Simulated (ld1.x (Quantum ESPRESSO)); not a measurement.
Pseudopotential generation: Ag (part 2 of 2)

Continued. System: silver (Ag, Z = 47), core [Kr], reference valence 4d10 5s0 5p1, valence charge 11. Method: TM potential, PBE, scalar-relativistic, made with ld1.x (Quantum ESPRESSO) 7.5.

### Output of the test run (extracts), continued
```
     ---------------------- Testing the pseudopotential ----------------------

     Ag
     scalar relativistic calculation

     atomic number is 47.00   valence charge is 11.00
     dft =PBE   lsd =0 sic =0 latt =0  beta=0.20 tr2=1.0E-14
     mesh =1237 r(mesh) =  99.46963 xmin = -7.00 dx = 0.01250

     n l     nl             e AE (Ry)        e PS (Ry)    De AE-PS (Ry)
     3 2     4D   1( 7.00)       -4.40306       -4.48170        0.07865  !
     1 0     5S   1( 0.00)       -3.16250       -3.30185        0.13936  !
     2 1     5P   1( 0.00)       -2.50954       -2.49421       -0.01533  !

     eps = 6.6E-16  iter =  9

     Etot =  -10623.418864 Ry,   -5311.709432 Ha, -144538.976976 eV
     Etotps =   -65.306611 Ry,     -32.653305 Ha,    -888.541704 eV
     dEtot_ae =       8.372546 Ry
     dEtot_ps =       8.466994 Ry,   Delta E=      -0.094448 Ry

     Ekin =      55.895112 Ry,      27.947556 Ha,     760.491739 eV
     Encl =     -78.939234 Ry,     -39.469617 Ha,   -1074.022987 eV
     Ehrt =      36.291372 Ry,      18.145686 Ha,     493.769276 eV
     Ecxc =      -8.017295 Ry,      -4.008648 Ha,    -109.080857 eV
     Epseu=     -70.536566 Ry,     -35.268283 Ha,    -959.698875 eV

     ---------------------- End of pseudopotential test ----------------------

     ---------------------- Testing the pseudopotential ----------------------

     Ag
     scalar relativistic calculation

     atomic number is 47.00   valence charge is 11.00
     dft =PBE   lsd =0 sic =0 latt =0  beta=0.20 tr2=1.0E-14
     mesh =1237 r(mesh) =  99.46963 xmin = -7.00 dx = 0.01250

     n l     nl             e AE (Ry)        e PS (Ry)    De AE-PS (Ry)
     3 2     4D   1( 9.00)       -0.92072       -0.93475        0.01403  !
     1 0     5S   1( 1.00)       -0.49606       -0.49752        0.00146
     2 1     5P   1( 1.00)       -0.15316       -0.15181       -0.00134

     eps = 5.6E-15  iter = 27

     Etot =  -10631.445495 Ry,   -5315.722747 Ha, -144648.184856 eV
     Etotps =   -73.421182 Ry,     -36.710591 Ha,    -998.946069 eV
     dEtot_ae =       0.345915 Ry
     dEtot_ps =       0.352423 Ry,   Delta E=      -0.006508 Ry

     Ekin =      63.622788 Ry,      31.811394 Ha,     865.632134 eV
     Encl =    -113.985810 Ry,     -56.992905 Ha,   -1550.855957 eV
     Ehrt =      67.616827 Ry,      33.808413 Ha,     919.973793 eV
     Ecxc =     -10.979517 Ry,      -5.489759 Ha,    -149.383945 eV
     Epseu=     -79.695469 Ry,     -39.847735 Ha,   -1084.312095 eV

     ---------------------- End of pseudopotential test ----------------------

     ---------------------- Testing the pseudopotential ----------------------

     Ag
     scalar relativistic calculation

     atomic number is 47.00   valence charge is 11.00
     dft =PBE   lsd =0 sic =0 latt =0  beta=0.20 tr2=1.0E-14
     mesh =1237 r(mesh) =  99.46963 xmin = -7.00 dx = 0.01250

     n l     nl             e AE (Ry)        e PS (Ry)    De AE-PS (Ry)
     3 2     4D   1( 9.00)       -1.41433       -1.42350        0.00917  !
     1 0     5S   1( 1.00)       -0.93802       -0.93804        0.00002
     2 1     5P   1( 0.00)       -0.53653       -0.53307       -0.00347

     eps = 8.0E-15  iter = 23

     Etot =  -10631.108892 Ry,   -5315.554446 Ha, -144643.605148 eV
     Etotps =   -73.086899 Ry,     -36.543449 Ha,    -994.397914 eV
     dEtot_ae =       0.682517 Ry
     dEtot_ps =       0.686706 Ry,   Delta E=      -0.004189 Ry

     Ekin =      63.625457 Ry,      31.812728 Ha,     865.668440 eV
     Encl =    -108.447957 Ry,     -54.223978 Ha,   -1475.509618 eV
     Ehrt =      62.513398 Ry,      31.256699 Ha,     850.538103 eV
     Ecxc =     -10.709766 Ry,      -5.354883 Ha,    -145.713791 eV
     Epseu=     -80.068030 Ry,     -40.034015 Ha,   -1089.381049 eV

     ---------------------- End of pseudopotential test ----------------------
```

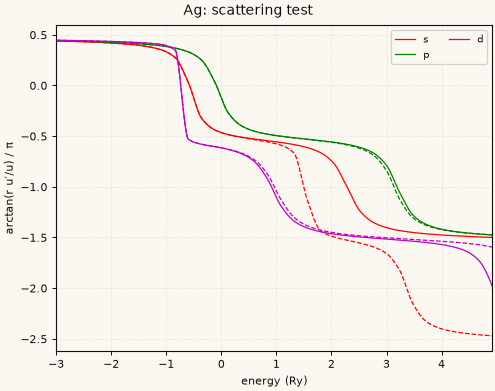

Unwrapped phase arctan(r u′/u) in units of π against energy, all-electron (solid) and pseudo (dashed); the pseudo phase is matched to the all-electron one at the reference energy. Here u = r R(r). A near-vertical step is a level narrower than the spacing of the points behind the curves.

- Range over which the phases agree within 0.05 rad: s: up to about 0.9 Ry; p: up to about 2.7 Ry; d: up to about 0.6 Ry.
- Ghost states: Going away from the reference energies, the phases part by more than π/2 in: s at about 1.6 Ry (above its reference energy, pseudo phase lower). Such a step is either a state that only one of the two atoms has or an ordinary level shifted in energy. The separate test gives: no ghost state below the valence levels in the p, d, s, f channels.

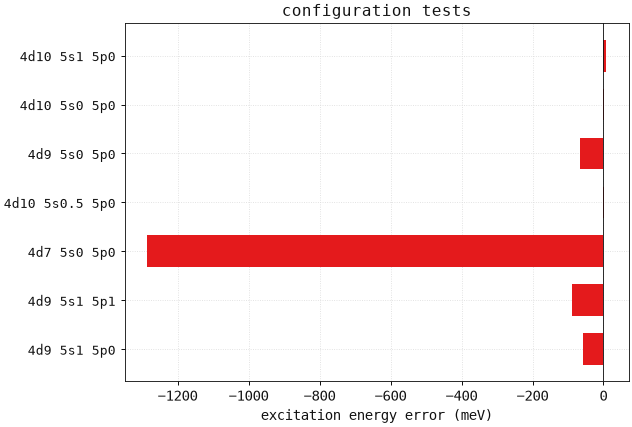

Errors, all-electron minus pseudo, of the energies of valence configurations relative to the unpolarised reference 4d10 5s0 5p1.

- Worst configuration: 4d7 5s0 5p0 (charge +4): the error is -1285 meV on an all-electron energy of +113.91 eV relative to the reference, or 1.1 %.
- Configurations within 10 meV and within 50 meV: 3 and 3 of 7.

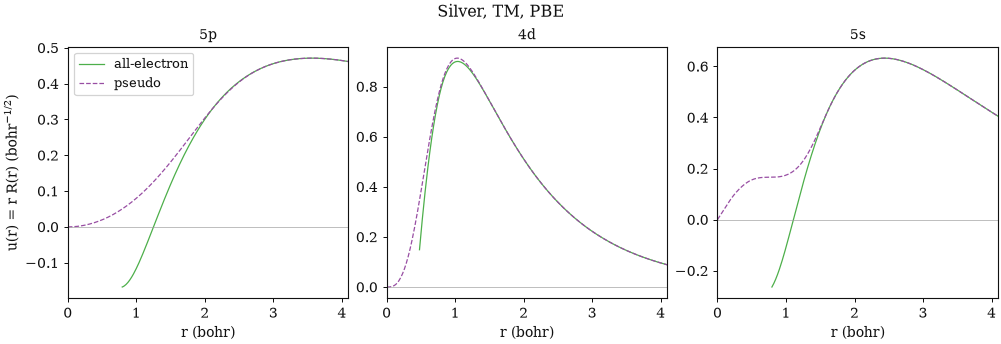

Partial waves u(r) = r R(r), all-electron (solid) and pseudo (dashed). The innermost oscillations of some all-electron curves aren't drawn. Reference configuration 4d10 5s0 5p1.

- Matching radii: 5p at 3.15 bohr; 4d at 1.70 bohr; 5s at 1.75 bohr. The curves merge smoothly, so the plot gives these only roughly.
- Nodes of the pseudo-waves: 5p has no node; 4d has no node; 5s has no node.
- Cutoffs needed: 70 Ry (loose) and 100 Ry (tight), as the cutoffs, on a coarse ladder, from which the occupation-weighted sum of valence levels, in a spherical-Bessel basis at the reference potential, stays within 10 and 1 mRy of its value at 400 Ry.

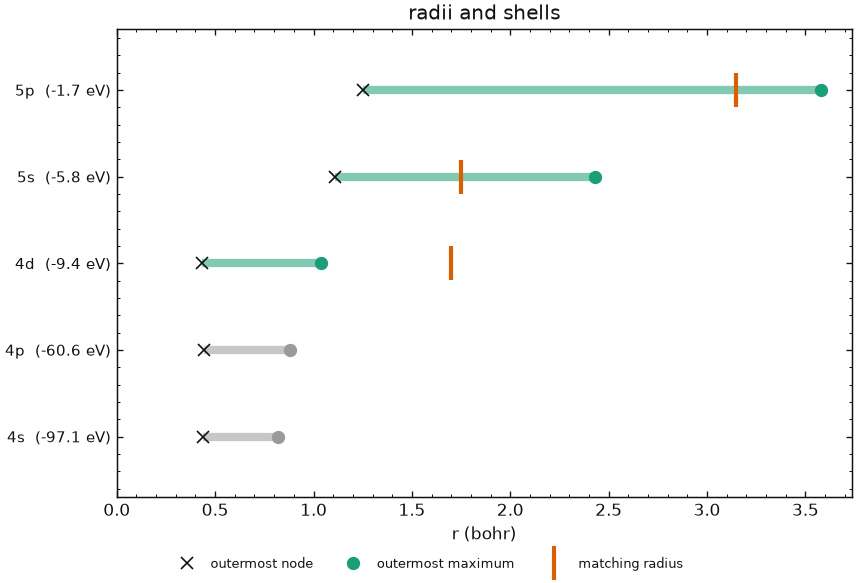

Outer shells of the all-electron reference atom: each bar runs from the outermost node (or the nucleus) to the outermost maximum of u(r); the tick is the radius chosen for the pseudo-wave. Shells without a tick have no pseudo-wave of their own. Levels, nodes and maxima are from ld1.x, scalar-relativistic.

- Radii against the shells: 4d: 1.70 bohr, outside the maximum; 5s: 1.75 bohr, between node and maximum; 5p: 3.15 bohr, between node and maximum.

Outcome of the run: generated.
